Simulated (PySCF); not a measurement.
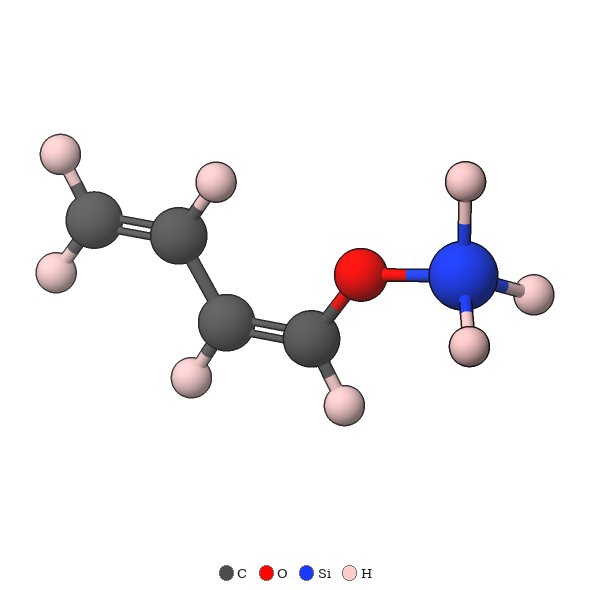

The geometry was computed by an optimisation with GFN2-xTB. No frequency run is at hand to confirm it as a minimum. Method: PBE0/def2-SVPD, gas phase (PySCF 2.14.0). Excitations: vertical, linear response.

Question: Estimate the dipole moment.

Answer: 1.35 D.

Question: Give the mean static polarisability at this level.

Answer: 87.2 bohr³.

Question: Estimate the lowest vertical singlet excitation.

Answer: 5.17 eV.

Question: Give the LUMO energy (Kohn–Sham orbital) at this level.

Answer: −0.63 eV.

The geometry is semi-empirical. Around Si such bond lengths and angles can be off by a tenth of an ångström or more and by several degrees, and values that hang on the shape move with them.
